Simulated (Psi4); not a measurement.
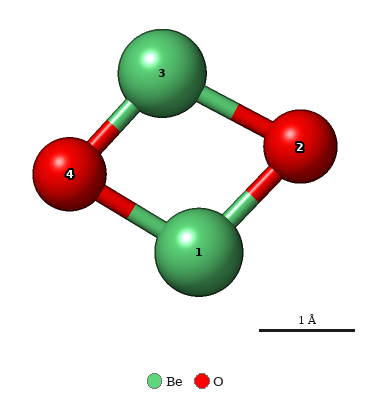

*The structure as given in the input (ball-and-stick view, seen on its broad side; atoms are numbered from 1 in the order of the input). Sticks mark near contacts.*

## Single-point calculation, with input and output: Be2O2

- system: Be2O2 ((BeO)2 ring)
- method: PBE0/STO-6G, RKS (Psi4 1.11)

The atoms were displaced at random from an optimised geometry.

**What the program printed**
```
Psi4 1.11 release

   => Loading Basis Set <=

    Name: STO-6G
    Role: ORBITAL
    Keyword: BASIS

         ---------------------------------------------------------
                                   SCF
                              RKS Reference
                        1 Threads,   1525 MiB Core
         ---------------------------------------------------------

  ==> Geometry <==

    Molecular point group: c1
    Full point group: C1

    Geometry (in Angstrom), charge = 0, multiplicity = 1:

       Center              X                  Y                   Z               Mass
    ------------   -----------------  -----------------  -----------------  -----------------
         BE          -0.473813859999    -0.526945724211    -0.665302212089     9.012183065000
         O            1.058227140001    -0.364497724211    -0.542245212089    15.994914619570
         BE           0.407162140001     0.565236275789     0.650124787911     9.012183065000
         O           -1.020672859999     0.342923275789     0.550796787911    15.994914619570

  Running in c1 symmetry.

  Rotational constants: A =      1.02020  B =      0.34885  C =      0.26007 [cm^-1]
  Rotational constants: A =  30584.69470  B =  10458.40739  C =   7796.60149 [MHz]
  Nuclear repulsion =   61.779027530556561

  Charge       = 0
  Multiplicity = 1
  Electrons    = 24
  Nalpha       = 12
  Nbeta        = 12

  ==> Algorithm <==

  SCF Algorithm Type is MEM_DF.
  DIIS enabled.
  MOM disabled.
  Fractional occupation disabled.
  Guess Type is SAD.
  Energy threshold   = 1.00e-06
  Density threshold  = 1.00e-06
  Integral threshold = 1.00e-12

  ==> Primary Basis <==

  Basis Set: STO-6G
    Blend: STO-6G
    Number of shells: 12
    Number of basis functions: 20
    Number of Cartesian functions: 20
    Spherical Harmonics?: true
    Max angular momentum: 1

  ==> DFT Potential <==

   => LibXC <=

    Version 7.1.2

   => Composite Functional: PBE0 <=

    PBE0 Hyb-GGA Exchange-Correlation Functional

    Deriv               =              1
    GGA                 =           TRUE
    Meta                =          FALSE

    Exchange Hybrid     =           TRUE
    MP2 Hybrid          =          FALSE

   => Exchange Functionals <=

    0.7500   Perdew, Burke & Ernzerhof

   => Exact (HF) Exchange <=

    0.2500               HF

   => Correlation Functionals <=

    1.0000   Perdew, Burke & Ernzerhof

   => LibXC Density Thresholds  <==

    XC_HYB_GGA_XC_PBEH:  1.00E-15

   => Molecular Quadrature <=

    Radial Scheme          =       TREUTLER
    Pruning Scheme         =           NONE
    Nuclear Scheme         =       TREUTLER

    Blocking Scheme        =         OCTREE
    BS radius alpha        =              1
    Pruning alpha          =              1
    Radial Points          =             75
    Spherical Points       =            302
    Total Points           =          86351
    Total Blocks           =            725
    Max Points             =            256
    Max Functions          =             20
    Weights Tolerance      =       1.00E-15

   => Loading Basis Set <=

    Name: (STO-6G AUX)
    Role: JKFIT
    Keyword: DF_BASIS_SCF

  ==> Integral Setup <==

  DFHelper Memory: AOs need 0.001 GiB; user supplied 1.072 GiB.
  SCF_SUBTYPE=INCORE selected. In-core MEM_DF algorithm will be used.
  Using in-core AOs.

  ==> MemDFJK: Density-Fitted J/K Matrices <==

    J tasked:                   Yes
    K tasked:                   Yes
    wK tasked:                   No
    Memory [MiB]:              1097
    Algorithm:                 Core
    Schwarz Cutoff:           1E-12
    Mask sparsity (%):       0.5000
    Fitting Condition:        1E-10

   => Auxiliary Basis Set <=

  Basis Set: (STO-6G AUX)
    Blend: DEF2-UNIVERSAL-JKFIT
    Number of shells: 84
    Number of basis functions: 256
    Number of Cartesian functions: 306
    Spherical Harmonics?: true
    Max angular momentum: 4

  Cached 100.0% of DFT collocation blocks in 0.046 [GiB].

  Minimum eigenvalue in the overlap matrix is 1.4548545299E-01.
  Reciprocal condition number of the overlap matrix is 5.7877572971E-02.
    Using symmetric orthogonalization.

  ==> Pre-Iterations <==

  SCF Guess: Superposition of Atomic Densities via on-the-fly atomic UHF (no occupation information).

   -------------------------
    Irrep   Nso     Nmo
   -------------------------
     A         20      20
   -------------------------
    Total      20      20
   -------------------------

  ==> Iterations <==

                           Total Energy        Delta E     RMS |[F,P]|

   @DF-RKS iter SAD:  -177.73957464857824   -1.77740e+02   0.00000e+00
   @DF-RKS iter   1:  -178.92820790471552   -1.18863e+00   2.18383e-02 DIIS/ADIIS
   @DF-RKS iter   2:  -177.39890167359761    1.52931e+00   6.98830e-02 DIIS/ADIIS
   @DF-RKS iter   3:  -179.07703263889840   -1.67813e+00   6.72991e-03 DIIS/ADIIS
   @DF-RKS iter   4:  -179.08256618965549   -5.53355e-03   4.80969e-03 DIIS/ADIIS
   @DF-RKS iter   5:  -179.08852143134646   -5.95524e-03   5.29385e-04 DIIS/ADIIS
   @DF-RKS iter   6:  -179.08859458090424   -7.31496e-05   1.26688e-04 DIIS/ADIIS
   @DF-RKS iter   7:  -179.08860152649370   -6.94559e-06   3.56465e-05 DIIS
   @DF-RKS iter   8:  -179.08860230611882   -7.79625e-07   9.92762e-06 DIIS
   @DF-RKS iter   9:  -179.08860240188349   -9.57647e-08   6.46050e-07 DIIS
  Energy and wave function converged.

  ==> Post-Iterations <==

   Electrons on quadrature grid:
      Ntotal   =   24.0000113866 ; deviation = 1.139e-05

    Orbital Energies [Eh]
    ---------------------

    Doubly Occupied:

       1A    -19.157186     2A    -19.144652     3A     -3.979614
       4A     -3.969206     5A     -0.885333     6A     -0.840651
       7A     -0.290448     8A     -0.270391     9A     -0.260262
      10A     -0.256721    11A     -0.157361    12A     -0.134388

    Virtual:

      13A     -0.038168    14A      0.049831    15A      0.133782
      16A      0.174890    17A      0.308705    18A      0.399008
      19A      0.450577    20A      0.666479

    Final Occupation by Irrep:
              A
    DOCC [    12 ]
    NA   [    12 ]
    NB   [    12 ]

  @DF-RKS Final Energy:  -179.08860240188349

   => Energetics <=

    Nuclear Repulsion Energy =             61.7790275305565615
    One-Electron Energy =                -370.5854479541159208
    Two-Electron Energy =                 147.1573816080106099
    DFT Exchange-Correlation Energy =     -17.4395635863347529
    Empirical Dispersion Energy =           0.0000000000000000
    VV10 Nonlocal Energy =                  0.0000000000000000
    Total Energy =                       -179.0886024018834917

Computation Completed

Properties will be evaluated at   0.000000,   0.000000,   0.000000 [a0]

Properties computed using the SCF density matrix

 Multipole Moments:

 ------------------------------------------------------------------------------------
     Multipole            Electronic (a.u.)      Nuclear  (a.u.)        Total (a.u.)
 ------------------------------------------------------------------------------------

 L = 1.  Multiply by 2.5417464519 to convert [e a0] to [Debye]
 Dipole X            :         -0.2426807            0.0639244           -0.1787562
 Dipole Y            :          0.0811922           -0.0367238            0.0444685
 Dipole Z            :         -0.0291634            0.0145564           -0.0146070
 Magnitude           :                                                    0.1847826

 ------------------------------------------------------------------------------------

	total time  =          3 seconds =       0.05 minutes

    Psi4 run time: 0:00:03.65
```

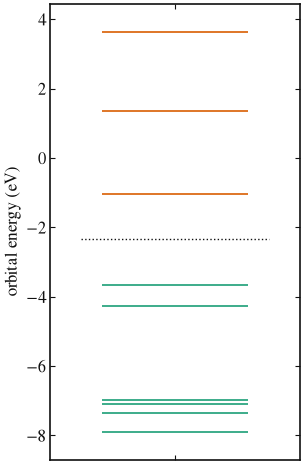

*Orbital energies near the frontier; the dotted line parts filled from empty levels, and levels within 0.02 eV of each other stand side by side.*

Highest filled −3.66 eV, lowest empty −1.04 eV, 2.62 eV apart.

This output came from the following input.

**The input (calc.dat)**
```
memory 1600 mb

molecule mol {
  0 1
  Be    -0.490786    -0.523297    -0.634759
  O      1.041255    -0.360849    -0.511702
  Be     0.390190     0.568885     0.680668
  O     -1.037645     0.346572     0.581340
  symmetry c1
}

set {
  scf_type mem_df
}

E = energy('pbe0/STO-6G')
```

Command:
```bash
psi4 -i calc.dat -o calc.out -n 1
```

**Summary**

- outcome: converged
- total energy: −179.088602 hartree
- basis functions: 20
- HOMO: −3.66 eV
- LUMO: −1.04 eV
- dipole moment: 0.47 D
- hardware: 1 thread of Intel Xeon @ 2.50GHz (Skylake/Cascade Lake), 16 GiB of memory available, shared host
- wall time: 5.1 s
- peak memory: 0.24 GiB
